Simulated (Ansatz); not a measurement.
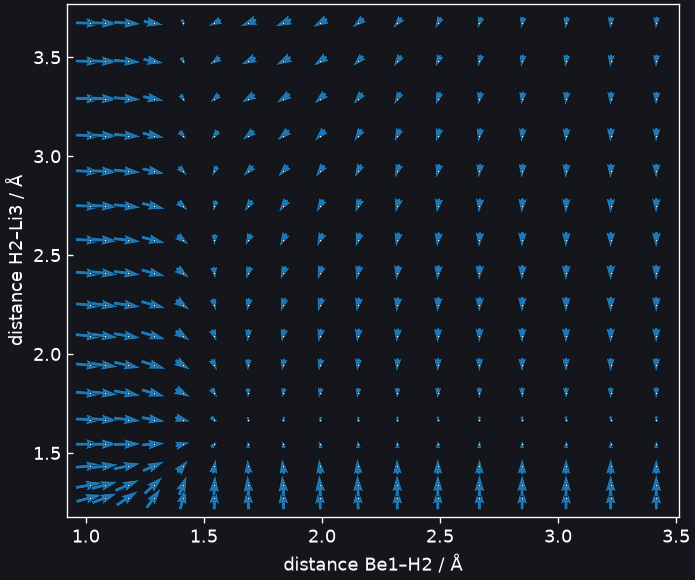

The system Be + HLi. Coordinates scanned: (1) distance Be1–H2; (2) distance H2–Li3. Nothing is relaxed (the angle Be1–H2–Li3 is fixed at 140 degrees). The scan uses a 17 × 17 grid. The reference is spin-restricted, so regions where a bond is pulled apart into radicals lie too high. Theory: RHF/aug-cc-pVTZ in Ansatz 0.2.0.

Drawn: dots at the grid points, arrows along the force (downhill), their lengths compressed.

The arrows alone are given. Where is the energy lowest?

Answer. The arrows converge at about distance Be1–H2 = 1.680 Å, distance H2–Li3 = 1.616 Å (read from the interpolated surface).

The energy map of the same scan:

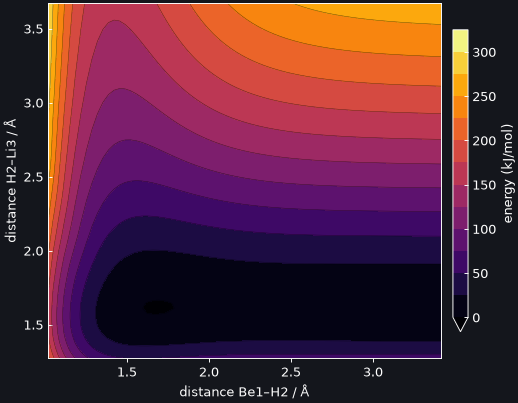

Energies are in kJ/mol, from the lowest grid point; between grid points the surface is interpolated.
